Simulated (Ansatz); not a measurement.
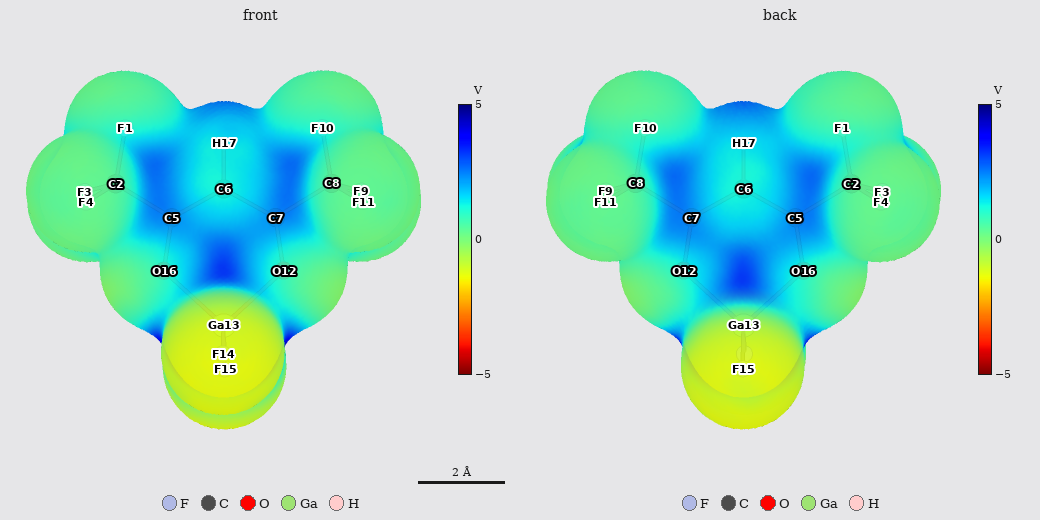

The picture shows: C₅HF₈GaO₂ (SMILES FC(F)(F)C1=CC(C(F)(F)F)=[O+][Ga-]([F])([F])[O]1). The molecular electrostatic potential painted on the density surface at 0.004 e/bohr³, seen from the front and from behind; red is negative and blue positive.

Geometry: PBE0-D4/def2-TZVP.

The calculation used RKS PBE0-D4/def2-TZVPP (Ansatz).

```yaml
atoms:
  - { symbol: F, position_ang: [-0.3555, 3.1691, 0.0168] }
  - { symbol: C, position_ang: [-1.3373, 2.3085, -0.2372] }
  - { symbol: F, position_ang: [-2.3036, 2.4988, 0.6530] }
  - { symbol: F, position_ang: [-1.8158, 2.5626, -1.4491] }
  - { symbol: C, position_ang: [-0.8531, 0.8508, -0.1692] }
  - { symbol: C, position_ang: [0.4762, 0.5867, 0.1317] }
  - { symbol: C, position_ang: [0.9648, -0.7108, 0.2045] }
  - { symbol: C, position_ang: [2.4473, -0.9423, 0.5399] }
  - { symbol: F, position_ang: [2.5453, -1.6666, 1.6482] }
  - { symbol: F, position_ang: [3.0979, 0.2027, 0.7265] }
  - { symbol: F, position_ang: [3.0314, -1.6003, -0.4543] }
  - { symbol: O, position_ang: [0.3300, -1.7851, 0.0238] }
  - { symbol: Ga, position_ang: [-1.5242, -1.8710, -0.4067] }
  - { symbol: F, position_ang: [-2.3906, -2.5599, 0.9307] }
  - { symbol: F, position_ang: [-1.7085, -2.4725, -2.0247] }
  - { symbol: O, position_ang: [-1.7699, 0.0185, -0.4073] }
  - { symbol: H, position_ang: [1.1465, 1.4105, 0.3136] }
```

### Which sites attract a positive test charge, and which a negative one?

A positive charge is drawn to the negative regions and a negative charge to the positive ones. The most negative region (about −1.4 V) lies over F14 and F15, the most positive (about +4.1 V) over Ga13.
